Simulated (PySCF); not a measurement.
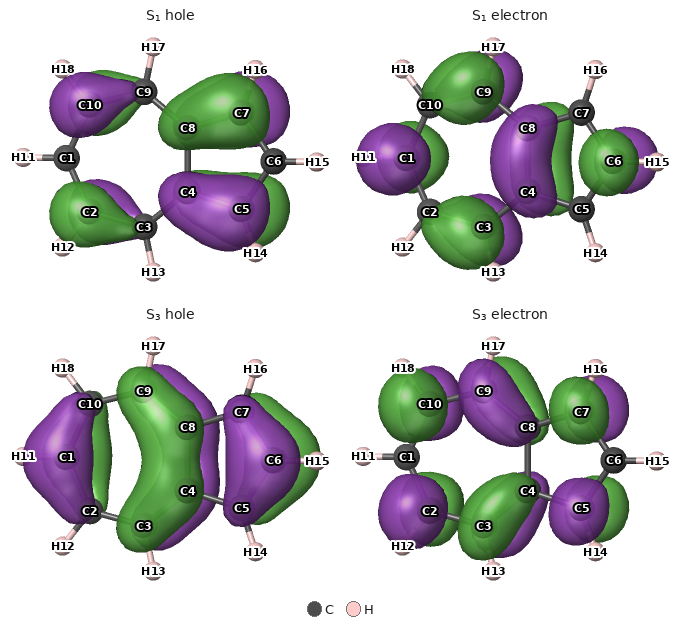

C₁₀H₈, SMILES `c1ccc2cccc2cc1`. Leading natural transition orbitals (CIS singlet states).

Method: HF/6-31G*; geometry: GFN2-xTB; program: PySCF. No frequency check shows the geometry to be a minimum. Without diffuse functions Rydberg states are missing, so the states' numbers hold for this basis only.

> Give the energy and character of each state.

By state:
- S₁: 2.95 eV (420 nm), f = 0.018, π → π*; the leading pair carries 92 %; hole on C5 and C7 (20 % each), C4 and C8 (10 % each) and C2 and C10 (9 % each), electron on C1, C3 and C9 (14 % each), C4 and C8 (11 % each) and C6 (10 %); their centroids lie 0.8 Å apart.
- S₃: 5.73 eV (216 nm), f = 0.180 (bright), π → π*; the leading pair carries 78 %; hole on C6 (15 %), C4 and C8 (13 % each) and C1 (11 %), electron on C2, C3, C9 and C10 (12 % each), C4, C5, C7 and C8 (9 % each) and C1 (7 %) (shares are of the whole state, not of the leading pair alone); their centroids lie 0.7 Å apart.
